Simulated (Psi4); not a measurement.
# O2F (SMILES [O]OF): UVV10/cc-pCVDZ (density fitting, ddPCM ethanol)

What is the energy change on altering one bond length of O2F at UVV10/cc-pCVDZ (density fitting, ddPCM ethanol)? 

The calculation is run with Psi4 1.11.

### 1 The structure to begin with

O2F: 3 atoms, total charge 0, spin state doublet. As SMILES, `[O]OF`. The coordinates come from a GFN2-xTB relaxation.

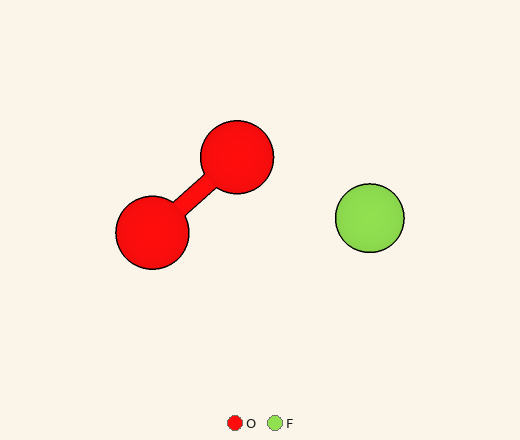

The structure, seen from a chosen angle (oxygen red, fluorine green).

### 2 The energy at UVV10/cc-pCVDZ (density fitting, ddPCM ethanol)

Input file fo2.py:

```python
import psi4

psi4.set_memory(1600000000)
psi4.set_num_threads(1)
psi4.set_output_file('run.log', False)

molecule = psi4.geometry("""
0 2
O      0.949760    -0.292600     0.491570
O      0.124690     0.486900     0.122000
F     -1.074440    -0.194290    -0.613560
symmetry c1
""")

psi4.set_options(dict(reference='uks', ddx=True, ddx_model='pcm', ddx_solvent='ethanol', ddx_radii_set='uff'))

energy_value = psi4.energy('vv10/cc-pCVDZ')
print(f'vv10/cc-pCVDZ energy: {energy_value:.10f} Eh')
```

Started as:

```bash
$ python fo2.py
```

run.log:

```text
[...]
  Running in c1 symmetry.
[...]
  Nuclear repulsion =   69.253937683562100
[...]
  Multiplicity = 2
[...]
  Nalpha       = 13
  Nbeta        = 12
[...]
    Number of basis functions: 54
[...]
   @DF-UKS iter   1:  -250.35195857894490   -2.42823e-01   9.17919e-03 DIIS/ADIIS
[...]
   @DF-UKS iter  11:  -250.42770688158140   -6.61893e-09   4.95904e-07 DIIS
[...]
   @S^2 Observed:                7.527750741E-01
[...]
    Orbital Energies [Eh]
    ---------------------
    Alpha Occupied:
       1A    -24.318435     2A    -19.038048     3A    -18.960685
       4A     -1.257639     5A     -1.043298     6A     -0.758658
       7A     -0.541795     8A     -0.528280     9A     -0.513628
      10A     -0.332157    11A     -0.319012    12A     -0.317024
      13A     -0.249186
    Alpha Virtual:
      14A     -0.157530    15A      0.150292    16A      0.717017
      17A      0.726538    18A      0.766870    19A      0.802288
      20A      0.844875    21A      0.849776    22A      1.009829
      23A      1.111635    24A      1.156560    25A      1.194411
[...]
  @DF-UKS Final Energy:  -250.42770688158140
   => Energetics <=
    Nuclear Repulsion Energy =             69.2539376835620999
    One-Electron Energy =                -483.2961884126937093
    Two-Electron Energy =                 191.4378340931996263
    DFT Exchange-Correlation Energy =     -27.9287532060365429
    Empirical Dispersion Energy =           0.0000000000000000
    VV10 Nonlocal Energy =                  0.1073073363415551
    DD Solvation Energy =                 -0.0018443759544308
    Total Energy =                       -250.4277068815814005
[...]
 Multipole Moments:
 ------------------------------------------------------------------------------------
     Multipole            Electronic (a.u.)      Nuclear  (a.u.)        Total (a.u.)
 ------------------------------------------------------------------------------------
 L = 1.  Multiply by 2.5417464519 to convert [e a0] to [Debye]
 Dipole X            :         -0.5564606            1.1049693            0.5485087
 Dipole Y            :          0.0276875            0.1743288            0.2020163
 Dipole Z            :          0.0000000            0.0000000            0.0000000
 Magnitude           :                                                    0.5845275
[...]
```

On the terminal:

```text
vv10/cc-pCVDZ energy: -250.4277068816 Eh
```

It took 38 s on 1 thread of Intel Xeon Platinum 8259CL at 2.50GHz (Skylake/Cascade Lake), shared host; peak memory 0.29 GiB.

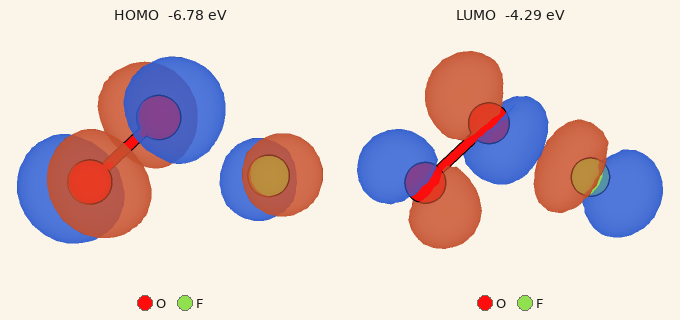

Frontier orbitals of this run (spin up), surfaces at ±0.2 Å^-3/2.

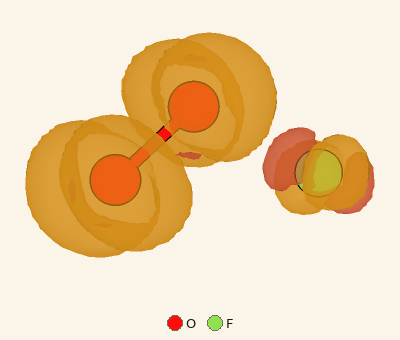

Spin density, surfaces at ±0.03 e/Å³.

### 3 The distorted shape

Input file fo2.py:

```python
import psi4

psi4.set_memory(1600000000)
psi4.set_num_threads(1)
psi4.core.set_output_file('psi4.out', False)

mol = psi4.geometry("""
0 2
O
O 1 1.4325
F 2 1.563004 1 113.04015
units angstrom
symmetry c1
""")

psi4.set_options({
    'reference': 'uks',
    'ddx': True,
    'ddx_model': 'pcm',
    'ddx_solvent': 'ethanol',
    'ddx_radii_set': 'uff',
})

e_tot, wfn = psi4.energy("vv10/cc-pCVDZ", return_wfn=True)
print(f'vv10/cc-pCVDZ energy: {e_tot:.10f} Eh')
```

Started as:

```bash
$ python fo2.py
```

psi4.out:

```text
[...]
  Running in c1 symmetry.
[...]
  Nuclear repulsion =   63.261949525941944
[...]
  Multiplicity = 2
[...]
  Nalpha       = 13
  Nbeta        = 12
[...]
    Number of basis functions: 54
[...]
   @DF-UKS iter   1:  -250.29195825711253   -5.36951e-01   1.02505e-02 DIIS/ADIIS
[...]
   @DF-UKS iter  12:  -250.39822023304311   -1.13514e-08   9.29036e-07 DIIS
[...]
   @S^2 Observed:                7.535225451E-01
[...]
    Orbital Energies [Eh]
    ---------------------
    Alpha Occupied:
       1A    -24.360328     2A    -19.032792     3A    -18.957903
       4A     -1.131580     5A     -1.029224     6A     -0.806150
       7A     -0.514400     8A     -0.468030     9A     -0.458265
      10A     -0.354811    11A     -0.342069    12A     -0.322628
      13A     -0.287911
    Alpha Virtual:
      14A     -0.195036    15A     -0.074929    16A      0.724929
      17A      0.733618    18A      0.762768    19A      0.852240
      20A      0.864722    21A      0.883351    22A      1.024670
      23A      1.094007    24A      1.143772    25A      1.192306
[...]
  @DF-UKS Final Energy:  -250.39822023304311
   => Energetics <=
    Nuclear Repulsion Energy =             63.2619495259419438
    One-Electron Energy =                -471.6325760648965115
    Two-Electron Energy =                 185.6336126704271123
    DFT Exchange-Correlation Energy =     -27.7681947164794494
    Empirical Dispersion Energy =           0.0000000000000000
    VV10 Nonlocal Energy =                  0.1075881063505079
    DD Solvation Energy =                 -0.0005997543866850
    Total Energy =                       -250.3982202330431051
[...]
 Multipole Moments:
 ------------------------------------------------------------------------------------
     Multipole            Electronic (a.u.)      Nuclear  (a.u.)        Total (a.u.)
 ------------------------------------------------------------------------------------
 L = 1.  Multiply by 2.5417464519 to convert [e a0] to [Debye]
 Dipole X            :          0.5713647           -0.8564326           -0.2850680
 Dipole Y            :         -0.6934438            0.7907248            0.0972811
 Dipole Z            :          0.0000000            0.0000000            0.0000000
 Magnitude           :                                                    0.3012098
[...]
```

On the terminal:

```text
vv10/cc-pCVDZ energy: -250.3982202330 Eh
```

Run time: 35 s. Hardware: 1 thread of Intel Xeon Platinum 8259CL at 2.50GHz (Skylake/Cascade Lake), shared host; peak memory 0.29 GiB.

### 4 Summary of results

At UVV10/cc-pCVDZ (density fitting, ddPCM ethanol):

| quantity | value |
| --- | --- |
| first shape: total energy | -250.42771 Eh |
| first shape: dipole moment | 1.49 D |
| first shape: HOMO energy (highest over α and β) | -6.78 eV |
| first shape: LUMO energy (lowest over α and β) | -5.06 eV |
| first shape: solvent term in the energy | -4.8 kJ/mol |
| first shape: ⟨S²⟩ | 0.753 |
| distorted shape: total energy | -250.39822 Eh |
| distorted shape: dipole moment | 0.77 D |
| distorted shape: HOMO energy (highest over α and β) | -7.83 eV |
| distorted shape: LUMO energy (lowest over α and β) | -6.18 eV |
| distorted shape: solvent term in the energy | -1.6 kJ/mol |
| distorted shape: ⟨S²⟩ | 0.754 |
| energy change with the O1–O2 bond stretched from 1.194 to 1.432 Å | 0.802 eV |

**Reading.** With the O1–O2 bond stretched from 1.194 to 1.432 Å the energy rises by 0.80 eV (77.4 kJ/mol). The first shape isn't relaxed at this level, so the change isn't measured from a minimum.
